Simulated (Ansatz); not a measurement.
**ClH₅O₂W: density, localisation and related maps**

Input file:

```
crystal:
  periodic: [false, false, false]
  atoms:
    - { symbol: W, position_ang: [0.0, 0.0, 0.0] }
    - { symbol: Cl, position_ang: [0.0, 0.0, 2.39] }
    - { symbol: H, position_ang: [1.72, 0.0, 0.0] }
    - { symbol: H, position_ang: [0.0, 1.72, 0.0] }
    - { symbol: O, position_ang: [-1.94, 0.0, 0.0] }
    - { symbol: H, position_ang: [-2.2771, -0.1263, 0.9437] }
    - { symbol: H, position_ang: [0.0, -1.72, 0.0] }
    - { symbol: O, position_ang: [0.0, 0.0, -1.94] }
    - { symbol: H, position_ang: [0.5278, 0.7924, -2.2771] }
basis:
  gaussian: { orbitals: def2-SVP }
hamiltonian:
  xc: pbe
  dispersion: d4
relax:
  f_tol: 0.02
  max_steps: 40
output:
  orbitals: {}
```

Run with:

```sh
ansatz run input.yaml --threads 2 --pin off --max-ram 3072MiB --backend cpu --events-out ev --progress --plain --runs-dir out
```

The fields are those of the run's last geometry, not of the input's.

Core potentials replace the inner electrons of W.

These are results of RKS PBE-D4/def2-SVP in Ansatz 0.2.0, not measurements.

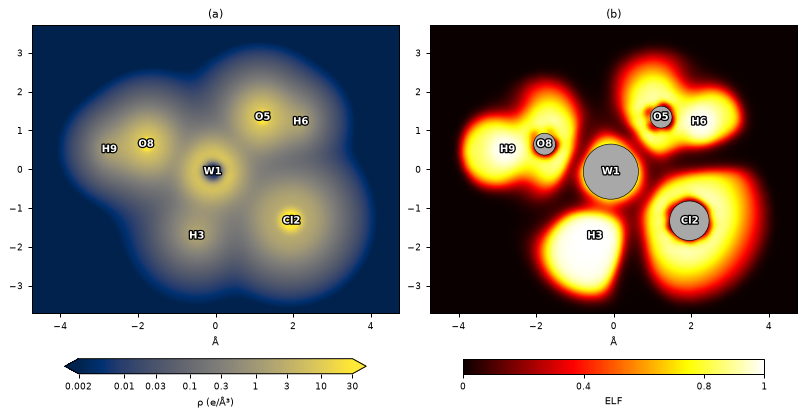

Figure 1. (a) electron density; (b) ELF on the plane of atoms O5, W1 and O8. Grey discs cover the atomic cores in the ELF map.

**What do the fields say about this system?**

Atoms in the plane: W, Cl, H and O.
W–O (1.85 Å): the density is about 1.1 e/Å³ at the midpoint; the ELF peaks at about 0.85 in the valence shell of O, 0.5 Å from its nucleus, and drops to about 0.20 between the two atoms.
W–Cl (2.39 Å): ρ at the midpoint is about 0.54 e/Å³; the ELF peaks at about 0.85 in the valence shell of Cl, 0.9 Å from its nucleus, and is about 0.35 at the midpoint.
O–H (0.97 Å): ρ is about 3.6 e/Å³ halfway; the ELF climbs to about 1 towards the hydrogen, as it does in any bond to H (a covalent bond by its length).
W–O (1.91 Å): the density is about 1.1 e/Å³ at the midpoint; the ELF peaks at about 0.85 in the valence shell of O, 0.6 Å from its nucleus, and drops to about 0.25 between the two atoms.
W–H (1.71 Å): ρ is about 1.5 e/Å³ halfway; the ELF climbs to about 1 towards the hydrogen.

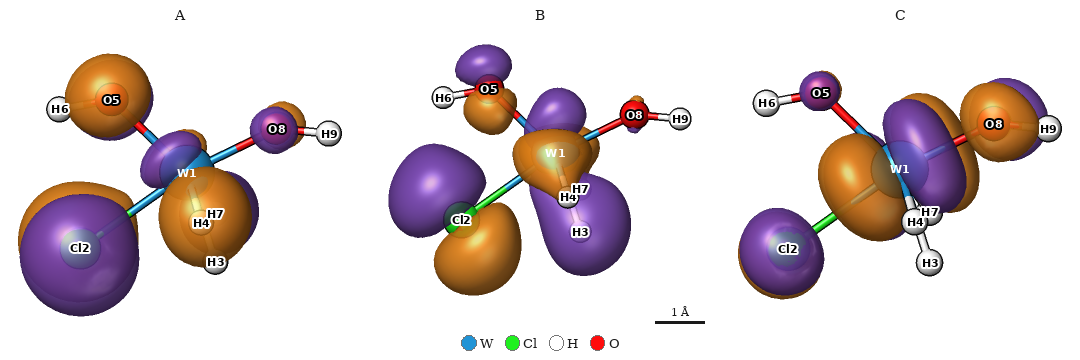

Figure 2. Three frontier orbitals at ±0.1 Å⁻³ᐟ² (orange and purple are the two phases), in no order.

**Order the three orbitals by energy and name them.**

A is the HOMO−1 (−6.74 eV). By Hirshfeld shares it lies mainly on Cl2 (about 50 %), O5 (about 20 %), W1 (about 15 %) and H4 (about 10 %). B is the HOMO (−6.16 eV). Its weight (Hirshfeld) is mainly on Cl2 (about 50 %), W1 (about 25 %), H3 (about 15 %) and O5 (about 5 %). C is the LUMO (−3.68 eV). Its weight (Hirshfeld) is mainly on W1 (about 65 %), O8 (about 15 %) and Cl2 (about 10 %).

**What is the HOMO–LUMO gap?**

2.48 eV between the orbital energies.

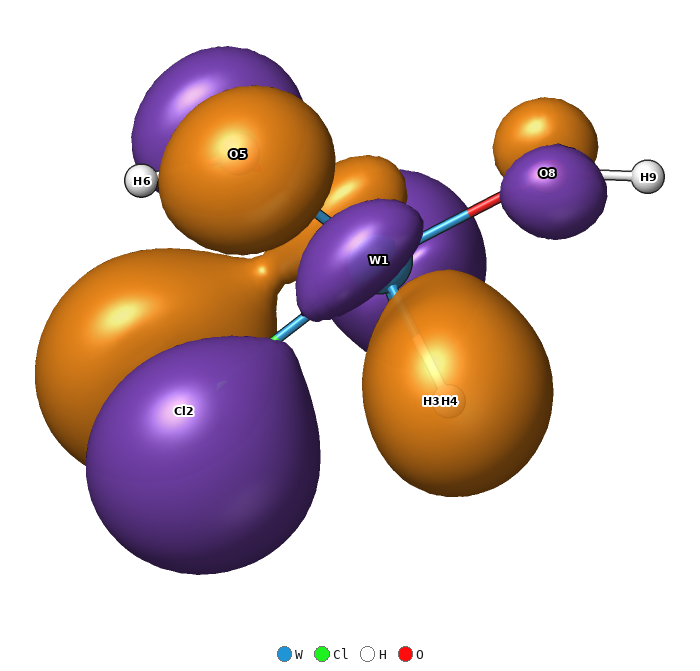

Figure 3. The HOMO−1 at ±0.08 Å⁻³ᐟ² (orange and purple are the two phases), seen at a tilt.

**What is the character of this orbital?**

Its weight (Hirshfeld) is mainly on Cl2 (about 50 %), O5 (about 20 %), W1 (about 15 %) and H4 (about 10 %). Its energy is −6.74 eV.
